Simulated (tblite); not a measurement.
# C2H3BCl2O: the cost of one run

Programs: tblite 0.8.0 and PySCF 2.14.0, with density-fitted response routines of our own. Each step states its level of theory. These are calculated values for one molecule in the gas phase, unless marked as measured. Atoms are numbered from 0 throughout.

## (1) The molecule as given

9 atoms, charge 0, multiplicity 1; geometry from: force field or distance geometry start.

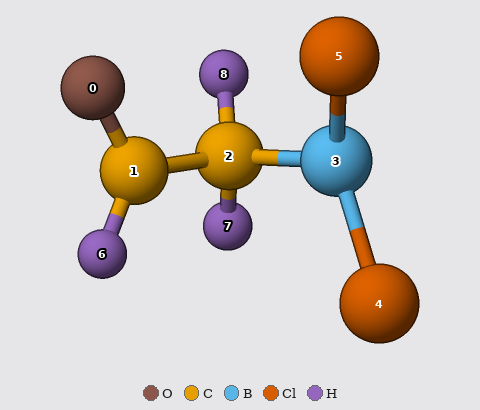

The starting geometry (oxygen brown, carbon amber, boron blue, chlorine orange, hydrogen purple), atoms numbered.

## (2) Relaxing the molecule with GFN2-xTB

What the job is given:

```
{"job": {"kind": "relax", "xc": "GFN2-xTB", "basis": "xTB"}, "charge": 0, "multiplicity": 1}
O     -0.978700     1.717500    -0.394100
C     -0.834100     0.739700     0.337200
C     -0.461900    -0.564300    -0.289100
B      1.136800    -0.569700    -0.297100
Cl     1.897900    -1.033200     1.341000
Cl     1.919000     0.852900    -1.195700
H     -0.953900     0.840700     1.436700
H     -0.862400    -1.365200     0.361000
H     -0.849100    -0.612200    -1.324900
```

Launch:

```console
$ OMP_NUM_THREADS=1 python probes_run.py task.json out
```

One launch serves the whole session: the jobs run in the order shown.

Q: Estimate the wall time and peak memory of this first job on 1 thread of Intel Xeon at 2.50GHz, shared host.

About 1.3 s, with a peak of 0.18 GiB.
